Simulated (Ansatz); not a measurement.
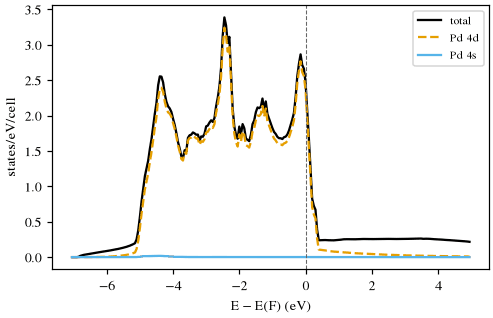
Figure: Total and projected density of states of Pd (fcc (Cu type), Fm-3m), PBE in the plane-wave PAW code Ansatz

### Question
Which orbitals carry the states next to the Fermi level?

### Answer
Within 0.5 eV of the Fermi level: Pd 4d 93 %, outside the projected shells 7 %. Projections are on Löwdin-orthogonalised atomic valence shells; empty p or d shells of many metals are not among them.

### Question
Where is the tallest occupied peak in this window, and what makes it?

### Answer
Near -2.4 eV, about 3.4 states/eV per cell; the largest projected share is Pd 4d.

The cell was relaxed with PBE under the symmetry of its start. Magnetic state: ferromagnetic, the only order run, not a proven ground state. The cell computed holds one magnetic atom, so no antiferromagnetic order was within reach. Spin–orbit coupling is left out wherever it is not named.

Potentials: the earlier of the program's two PAW sets.
